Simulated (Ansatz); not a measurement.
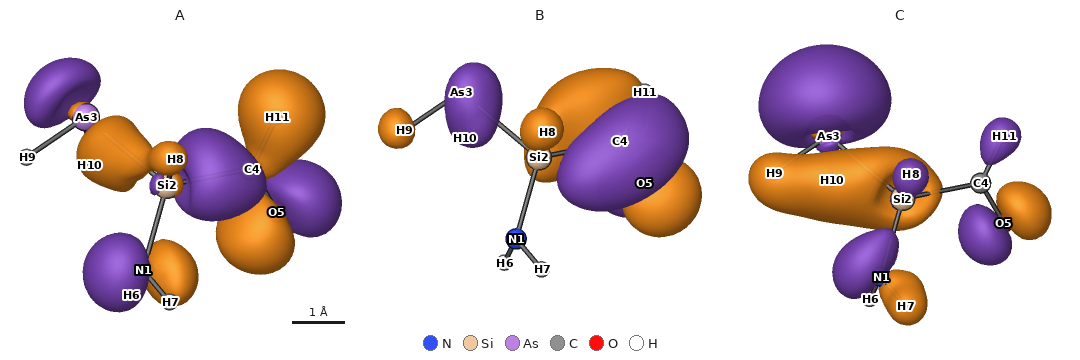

Figure. CH6AsNOSi (SMILES N[SiH]([AsH2])C=O). Three frontier orbitals at ±0.1 Å⁻³ᐟ² (orange and purple are the two phases), in no order.

Theory: Ansatz, RKS PBE0-D4/def2-SVP.

Input file:

```
crystal:
  periodic: [false, false, false]
  atoms:
    - { symbol: "N", position_ang: [-1.0104, 1.1336, 0.312] }
    - { symbol: Si, position_ang: [-0.3115, -0.4483, 0.2826] }
    - { symbol: As, position_ang: [1.733, -0.3451, 1.3064] }
    - { symbol: C, position_ang: [-0.0215, -1.0029, -1.4602] }
    - { symbol: O, position_ang: [-1.0673, -1.1485, -2.1972] }
    - { symbol: H, position_ang: [-0.4449, 1.8177, -0.2714] }
    - { symbol: H, position_ang: [-1.9392, 1.1001, -0.2071] }
    - { symbol: H, position_ang: [-1.1321, -1.3742, 0.9995] }
    - { symbol: H, position_ang: [1.1987, 0.5198, 2.5444] }
    - { symbol: H, position_ang: [2.1754, 0.925, 0.5281] }
    - { symbol: H, position_ang: [0.8851, -1.2342, -1.8165] }
basis:
  gaussian: { orbitals: def2-SVP }
hamiltonian:
  xc: pbe0
  dispersion: d4
relax:
  f_tol: 0.015
  max_steps: 40
output:
  orbitals: {}
```

Launched as:

```sh
ansatz run input.yaml --threads 2 --pin off --max-ram 3072MiB --backend cpu --events-out ev --progress --plain --runs-dir out
```

The fields are those of the relaxed geometry.

Q: Which picture is the HOMO−1, the HOMO and the LUMO?

A: C is the HOMO−1 (−7.71 eV). It lies mainly on As3 (about 55 %), Si2 (about 10 %), O5 (about 10 %) and N1 (about 10 %). A is the HOMO (−6.49 eV). By Hirshfeld shares it lies mainly on O5 (about 35 %), C4 (about 20 %), Si2 (about 10 %), N1 (about 10 %), H11 (about 10 %) and As3 (about 10 %). B is the LUMO (−1.32 eV). Its weight (Hirshfeld) is mainly on C4 (about 40 %), O5 (about 30 %), Si2 (about 15 %) and As3 (about 10 %); π-antibonding (π*) across C4–O5.

Q: What is the HOMO–LUMO gap?

A: 5.17 eV between the orbital energies.
